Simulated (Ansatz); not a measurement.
# LaMgNi4 (F-43m): phonon-mediated transition temperature, part 2 of 2

What Tc do the phonons of LaMgNi4 (F-43m) give, and how does it depend on μ*? The cell shown first is a relaxed one, from steps not shown here.

Ansatz 0.2.0; DFT PBEsol, scalar-relativistic, plane waves, PAW.

So far, log mean phonon energy ħω_log (meV): step 2 (coupling and resistivity: q 2×2×2, k 8×8×8, scattering …) 16.5.

## (3) Resistivity: q 3×3×3, k 9×9×9, scattering 12×12×12

The next rung changes the q mesh, which sets the reach of the force constants and couplings; the k mesh of the density and its response.

input.yaml reads:

```yaml
crystal:
  lattice:
    - [0.0, 3.5133294927, 3.5133294927]
    - [3.5133294927, 0.0, 3.5133294927]
    - [3.5133294927, 3.5133294927, 0.0]
  atoms:
    - { symbol: La, position: [0.0, 0.0, 0.0] }
    - { symbol: Mg, position: [0.25, 0.25, 0.25] }
    - { symbol: Ni, position: [0.6234177758, 0.6234177758, 0.6234177758] }
    - { symbol: Ni, position: [0.6234177758, 0.6234177758, 0.1297466726] }
    - { symbol: Ni, position: [0.1297466726, 0.6234177758, 0.6234177758] }
    - { symbol: Ni, position: [0.6234177758, 0.1297466726, 0.6234177758] }
kpoints:
  mp_grid: { grid: [9, 9, 9] }
hamiltonian:
  xc: pbesol
scf:
  occupations: { method: methfessel_paxton, width: 0.2 }
output:
  eigenvalues: true
phonons:
  method: dfpt
  qmesh: [3, 3, 3]
  temperatures: { t_max: 1000, t_step: 50 }
  qpath:
    path:
      - [[0.0, 0.0, 0.0], [-0.5, -0.5, 0.0], [-0.375, -0.375, 0.25]]
      - [[-0.375, 0.0, 0.375], [0.0, 0.0, 0.0], [0.0, 0.0, 0.5], [-0.5, -0.25, 0.25], [-0.5, -0.5, 0.0]]
    npoints: 6
  electrical_resistivity:
    mesh: [12, 12, 12]
    temperatures: [20.0, 50.0, 80.0, 100.0, 150.0, 200.0, 273.0, 300.0, 400.0, 500.0, 600.0, 800.0]
  superconductivity: { mesh: [12, 12, 12] }
```

Run with:

```console
ansatz run input.yaml --threads 16 --pin off --max-ram 61440MiB --backend cuda --events-out ev --progress --plain --runs-dir out
```

Numbers of over 12 decimals in the logs are rounded to 6 here.

The log of the run:

```text
[...]
concurrent solve slots: 12 of 16 are kept, ahead of what memory takes: no pass of the eigensolver takes more rounds on 12
[...]
Crystal: 6 atoms, lattice volume = 86.733 Å³
Basis set: ecut = 420 eV, 1687 PW (Γ), exchange–correlation on 72×72×72 points (8 copies of the dense FFT grid, shifted against one another)
Bands: 56, of which v1, the nominal top of the filled ones, is band 47 counted from 1 (46 counted from 0)
Symmetry: 24 space group operations
k-points: 35 of 729 (time reversal used)
[...]
SCF iter   1: F=—  HF=-31295.059911 eV  |F-HF|=—  |Δ(HF+E_count)|=         —  Δρ=2.98e-2  dr2=5.47e-1  ethr=1.77e-3  ⟨swp⟩=4.9  Hψ=6101  notcnv=0
[...]
SCF iter   2: F=—  HF=-31295.008480 eV  |F-HF|=—  |Δ(HF+E_count)|=   5.14e-2  S|Δr|=    0.00e0  Δρ=6.03e-3  dr2=3.15e-2  ethr=5.88e-4  ⟨swp⟩=2.0  Hψ=2382  notcnv=0  defer=3
[...]
SCF iter  12: F=-31295.004551 eV  HF=-31295.004551 eV  |F-HF|=3.64e-12  |Δ(HF+E_count)|=  1.46e-11  S|Δr|=    0.00e0  Δρ=4.55e-8  dr2=1.34e-12  ethr=1.00e-12  ⟨swp⟩=5.0  Hψ=8973  notcnv=0
SCF 1 converged in 12 iterations: F = -31295.004551 eV  dr2 = 1.34e-12
[...]
NSCF: frozen V_eff on 35 k-points
[...]
SCF 2 converged in 12 iterations: F = -31295.004551 eV  dr2 = 1.31e-12
[...]
SCF converged after 12 iterations
[...]
vibrations of 27 cells: unjudged by the run; compare a larger repeat
[...]
--- Superconductivity: potentials and phonons of a 3×3×3 supercell ---
           mesh         λ    ħω_log (meV)  μ* declared at (meV)
       12×12×12    0.2432          16.631               18.734
          6×6×6    0.2761          16.809               18.887
          3×3×3    0.0934          16.832               19.048
  λ by the species' shares of the modes' patterns: La 0.0464, Mg 0.0140, Ni 0.1828
[...]
0.08      0.031         0.031    none_found    none_found    none_found    none_found     none_found
      0.10      0.007         0.007    none_found    none_found    none_found    none_found     none_found
      0.12      0.001         0.001    none_found    none_found    none_found    none_found     none_found
      0.13      0.000         0.000    none_found    none_found    none_found    none_found     none_found
      0.14      0.000         0.000    none_found    none_found    none_found    none_found     none_found
      0.16      0.000         0.000    none_found    none_found    none_found    none_found     none_found
      0.20      0.000         0.000    none_found    none_found    none_found    none_found     none_found
  none_found: no transition down to 0.1 K
[...]
vibrations of 27 cells: unjudged by the run; compare a larger repeat
[...]
```

Elapsed: 67 s, on 1 × NVIDIA GB200 with 16 threads of Arm Neoverse V2, shared host; peak memory 7.5 GiB.

Numbers from this step:

```yaml
zero_point_energy: 0.1878 eV/cell
highest_frequency_solved_or_plainly_interpolated: 278.6 cm⁻¹
resistivity_at_300_k: 29.34 μΩ cm
coupling_constant_lambda: 0.2432
density_of_states_at_the_fermi_level: 3.073 states/eV a spin and cell
log_mean_phonon_energy_omega_log: 16.63 meV
transport_coupling_constant_lambda_tr: 0.2678, 0.2678, 0.2678 (xx, yy, zz)
drude_plasma_energy: 3.177, 3.177, 3.177 eV (xx, yy, zz)
second_moment_phonon_energy_omega: 18.73 meV
```

An empty cell: under 1 mK by a formula, or no transition down to the floor of the Eliashberg search. Transition temperatures:

```csv
μ*,McMillan Tc (K),Allen–Dynes Tc (K)
0.08,0.0309,0.0312
0.1,0.00664,0.00669
0.12,-,-
0.13,-,-
0.14,-,-
0.16,-,-
0.2,-,-
```

The Eliashberg function α²F has structure finer than the step of the table below, so its rows give means over 2 meV, whole bins alone (the curve runs from 0.135 to 34.4 meV). Peaks (meV: height): α²F 13.1: 0.171, 15.8: 0.276, 18.5: 0.244, 21.5: 0.178, 22.0: 0.205, 25.0: 0.196, 28.8: 0.164; α²F tr 13.1: 0.184, 15.0: 0.159, 15.8: 0.312, 18.5: 0.267, 21.5: 0.197, 22.0: 0.223, 25.2: 0.184.

The Eliashberg function α²F by phonon energy; means over each step:

```
phonon energy (meV)      α²F   α²F tr
                  2   1.5e-4   6.1e-5
                  4  0.00114  0.00105
                  6  0.00481  0.00623
                  8   0.0171   0.0217
                 10   0.0519   0.0542
                 12   0.0471   0.0495
                 14    0.117    0.140
                 16    0.173    0.202
                 18    0.171    0.194
                 20   0.0633   0.0682
                 22    0.112    0.121
                 24   0.0362   0.0322
                 26    0.100    0.101
                 28   0.1000   0.0926
                 30   0.0333   0.0366
                 32   0.0423   0.0389
```

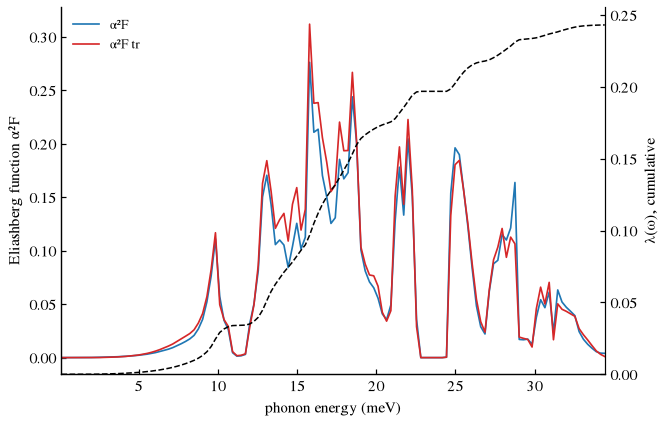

Eliashberg function α²F against phonon energy. The dashed line is the running λ.

The Eliashberg function α²F has structure finer than the step of the table below, so its rows give means over 2.5 meV, whole bins alone (the curve runs from 0.135 to 34.4 meV). Peaks (meV: height): α²F 15.80: 0.276, 18.50: 0.244, 22.01: 0.205, 24.98: 0.196; La 9.86: 0.079, 13.10: 0.0562, 14.99: 0.0414, 30.92: 0.0101; Mg 9.86: 0.012, 28.22: 0.0471, 30.38: 0.0433, 30.92: 0.0462; Ni 15.80: 0.248, 18.50: 0.224, 22.01: 0.196, 24.98: 0.193.

Eliashberg function α²F against phonon energy; means over each step:

| phonon energy (meV) | α²F | La | Mg | Ni |
| --- | --- | --- | --- | --- |
| 2.5 | 3.1e-4 | 1.1e-4 | 2.1e-6 | 1.8e-4 |
| 5.0 | 0.00251 | 0.00103 | 1.7e-4 | 0.00133 |
| 7.5 | 0.0127 | 0.00620 | 9.2e-4 | 0.00553 |
| 10.0 | 0.0448 | 0.0302 | 0.00458 | 0.0100 |
| 12.5 | 0.0789 | 0.0244 | 0.00239 | 0.0522 |
| 15.0 | 0.138 | 0.0289 | 0.00303 | 0.106 |
| 17.5 | 0.174 | 0.0139 | 0.00277 | 0.157 |
| 20.0 | 0.0764 | 0.00524 | 0.00117 | 0.0700 |
| 22.5 | 0.0796 | 0.00240 | 0.00170 | 0.0755 |
| 25.0 | 0.0981 | 5.3e-4 | 0.00213 | 0.0955 |
| 27.5 | 0.0820 | 9.1e-4 | 0.0148 | 0.0663 |
| 30.0 | 0.0401 | 0.00401 | 0.0255 | 0.0106 |
| 32.5 | 0.0334 | 1.6e-4 | 0.00115 | 0.0320 |

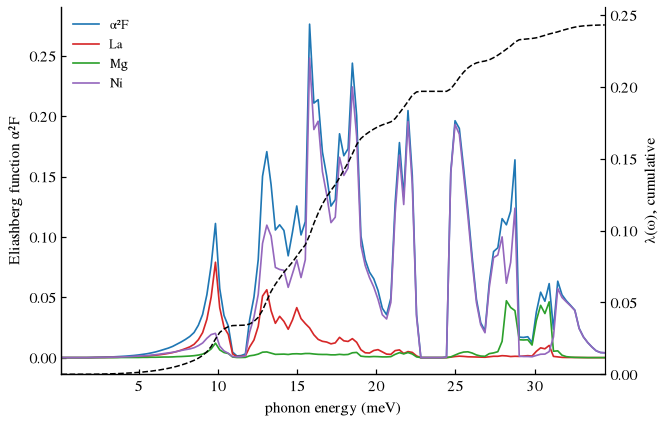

Eliashberg function α²F, plotted against phonon energy. The dashed line is the running λ.

## (4) Results

* meshes: q 3×3×3, k 9×9×9, scattering 12×12×12
* coupling constant λ: 0.243
* log mean phonon energy ħω_log: 16.6 meV
* Allen–Dynes Tc at μ* = 0.1: 0.00669 K

In words: In the last run (PBEsol, q 3×3×3, k 9×9×9, scattering 12×12×12), with λ = 0.24 and ħω_log = 16.6 meV, Tc at μ* = 0.13 is under 1 mK by the formulas. In that run Allen and Dynes's formula gives no transition above 0.05 K at μ* = 0.10 or more. By the run's own test λ is not converged in the fine mesh: it moves by 14 % between the two finest. The run's transport test calls it not converged in the mesh; ρ(300 K) moves by 17 % in the component that moves most. The runs are not spin-polarised; where the real material orders magnetically, these values do not describe it. Over the runs, λ takes the values 0.248 and 0.243, in the order shown. μ* is a typed number, phonons are harmonic, and spin fluctuations are left out; with λ this near or under μ*(1 + 0.62 λ), the formulas give Tc only to its order of magnitude, or none.

[Logs are printed without paths, hosts, clocks, repeated set-up lines and the standing remarks that a program may print on its own settings, such as how far it seeks lower states.]

[Hosts, paths, dates, database ids (printed as entryN), source tags and the programs' standing remarks are cut or masked in the printed files.]
